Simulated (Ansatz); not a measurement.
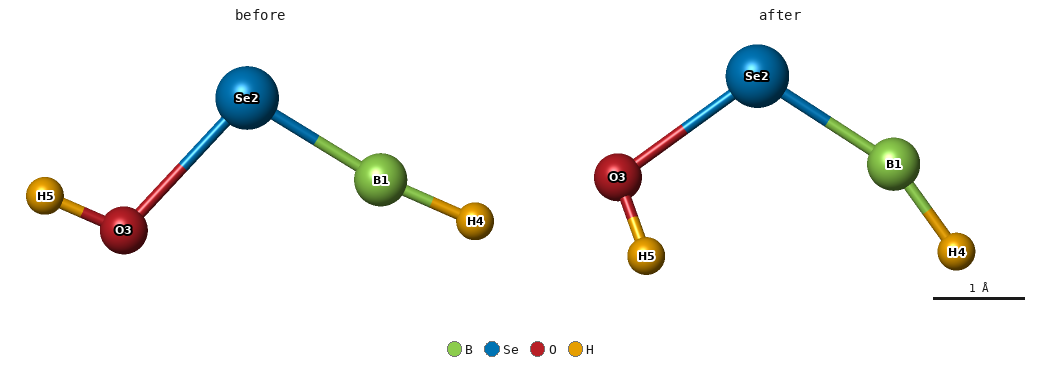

The structure of BH₂SeO (multiplicity 2) before (left) and after (right) a relaxation, at one scale.

A ball-and-stick model, seen face on.

The run prepares an end point of a later path (hydrogen shift) calculation, from a guessed geometry.

All numbers below come from UKS r2SCAN-D4/def2-SVP (Ansatz 0.2.0).

Input
```yaml
crystal:
  periodic: [false, false, false]
  atoms:
    - { symbol: B, position_ang: [-1.25173, -0.34553, -0.53574] }
    - { symbol: Se, position_ang: [-0.14434, -0.53802, 0.79184] }
    - { symbol: O, position_ang: [1.39269, 0.60778, 0.20323] }
    - { symbol: H, position_ang: [-2.07509, -0.31255, -1.33129] }
    - { symbol: H, position_ang: [2.07848, 0.58833, 0.87195] }
magnetization:
  spin_polarized: true
  initial_magnetization: 1
basis:
  gaussian: { orbitals: def2-SVP }
hamiltonian:
  xc: r2scan
  dispersion: d4
relax:
  f_tol: 0.02
  max_steps: 50
```

Command:
```bash
ansatz run input.yaml --threads 2 --pin off --max-ram 3072MiB --backend cpu --events-out ev --progress --plain --runs-dir out
```

Summarise the run.

The relaxation stopped without meeting its thresholds, so the last structure isn't shown to be converged. It used up its limit of 50 steps. After 39 accepted moves (49 points after the start) the energy has fallen by 4.89 kcal/mol. Largest force component: 1.3 eV/Å at the start, 0.09 eV/Å at the end. The line search rejected the trial steps at points 9, 13, 22, 26, 31, 37, 42, 44 and more of the run. The forces were under the threshold at step 8, but the run went on from there. The atom that moves furthest after the best rigid fit is H5 (1.12 Å). By element the largest moves are H 1.12 Å, O 0.67 Å, Se 0.27 Å, B 0.19 Å. Some distances before and after: Se2–O3 2.005 → 1.909 Å, B1–Se2 1.739 → 1.798 Å, B1–H4 1.145 → 1.193 Å, O3–H5 0.958 → 0.975 Å. Among the angles between lasting bonds that change: Se2–B1–H4 172.3° → 158.6°, B1–Se2–O3 101.6° → 111.1°, Se2–O3–H5 109.4° → 105.1°. Groups turn about Se2–O3 by about 160°.
